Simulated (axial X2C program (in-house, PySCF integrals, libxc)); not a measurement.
**Relativistic diatomic calculation for RuCl**

- system: RuCl, single determinant with Ω = 7/2.
- method: PBE0, two-component X2C with atomic mean-field Coulomb and Gaunt terms, Ru dyall-cv3z, Cl dyall-av3z (cores contracted) (axial X2C program (in-house, PySCF integrals, libxc))

The input:
```
{"zs": [44, 17], "q": 0, "bas": ["dyall-cv3z", "dyall-av3z"], "levels": ["PBE0", "HF", "M06"], "cc": true, "r0": 2.24, "thr": -2.0, "nmax": 90, "npts": 10, "nst": 2, "ntry": 6}
```

The line is the task of a batch: nuclear charges, charge, bases, the levels to run, a first guess of the distance and further settings. This report covers PBE0 with spin-orbit coupling. The log is that of the reference distance 2.24 Å, started from orbitals converged before.

Launched within a batch (the task file carries these settings):
```bash
python <driver script> task.json out
```

Log:
```
two-component X2C + atomic mean field  PBE0
basis functions 212  fitting functions 979  grid points 5077
iter        total energy     max residual
   1      -4989.705296570     9.52e-06
   2      -4989.705296574     5.55e-06
   3      -4989.705296576     4.40e-06
converged
one-electron -7231.67253019  Coulomb 2230.27749605  exact exchange -40.01855696  xc functional -122.68506312  nuclear repulsion 176.70739008  atomic mean-field constant -2.31403244
```

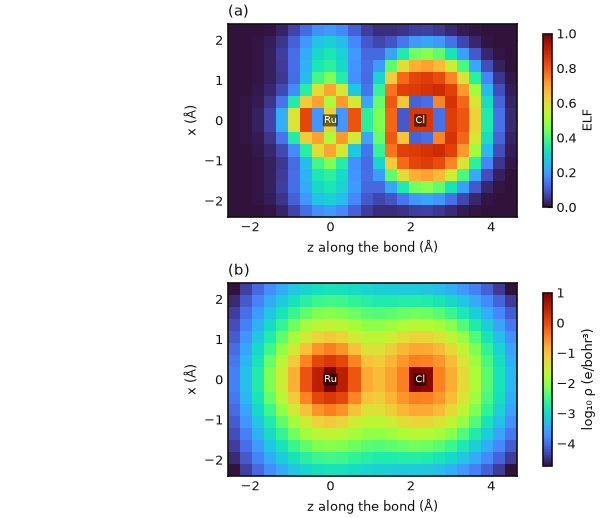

**Figure 1.** (a) electron localisation function; (b) electron density on a logarithmic scale, in a plane that holds the axis, at 2.24 Å, on points 0.3 Å apart (one half computed, the other mirrored); the structure near the nuclei is finer than these points.

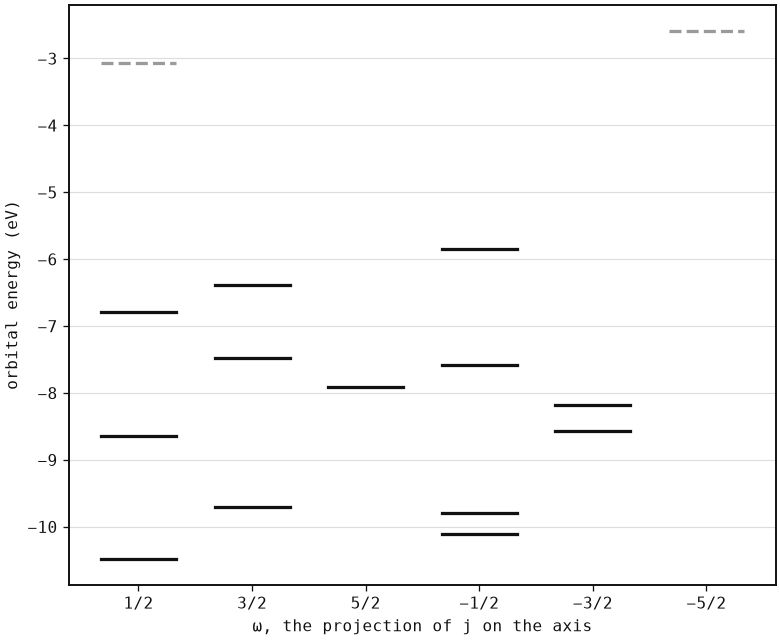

**Figure 2.** Orbital energies near the frontier at 2.24 Å, filled (solid) and empty (dashed). The highest filled spinor (−1/2; 60 % Ru d, 20 % Ru s) lies at −5.85 eV, the lowest empty one (1/2; 48 % Ru s, 31 % Ru p) at −3.07 eV.

Outcome:

- outcome: not converged in a step after the SCF shown
- hardware: 1 thread of Intel Xeon (Sapphire Rapids), 192 GiB of memory available, shared host
- wall time: 0.83 s

What went wrong:

The SCF whose log is shown converged, but a later step did not. The run therefore gave no full result.
